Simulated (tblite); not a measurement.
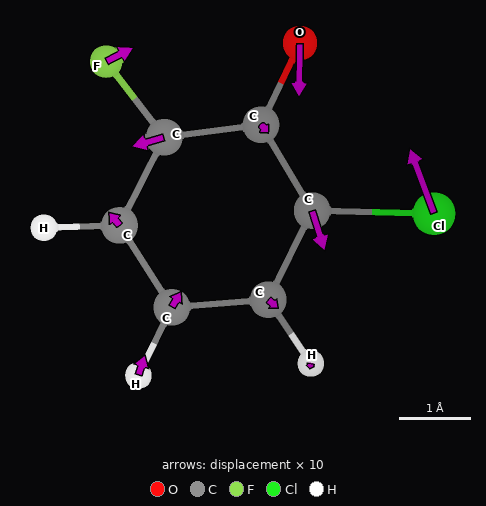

A relaxation of C$_{6}$H$_{3}$ClFO (multiplicity 2). The starting structure is drawn; purple arrows show the displacements, magnified 10 times. The two geometries are superimposed by the best rigid fit.

The picture is a ball-and-stick view, seen face on.

Computed with tblite, GFN2-xTB geometry optimisation, gas phase. 

**What did the optimiser do to the structure, and how much energy did it gain?**

The Cl atom moves most after the best rigid fit: 0.10 Å. Largest moves by element: Cl 0.10 Å, O 0.08 Å, C 0.06 Å, F 0.05 Å, H 0.03 Å. Among the contacts that change: C–O 1.291 → 1.226 Å, C–C 1.402 → 1.461 Å, C–Cl 1.752 → 1.700 Å, C–C 1.411 → 1.365 Å. Bond angles that change, for instance: C–C–Cl 114.9° → 121.1°, C–C–Cl 122.2° → 116.4°, F–C–C 115.2° → 119.7°. After 17 geometry steps the energy has fallen by 31.9 kJ/mol. The run took 0.12 s on 1 thread of Arm Neoverse V1, with other jobs on the host.
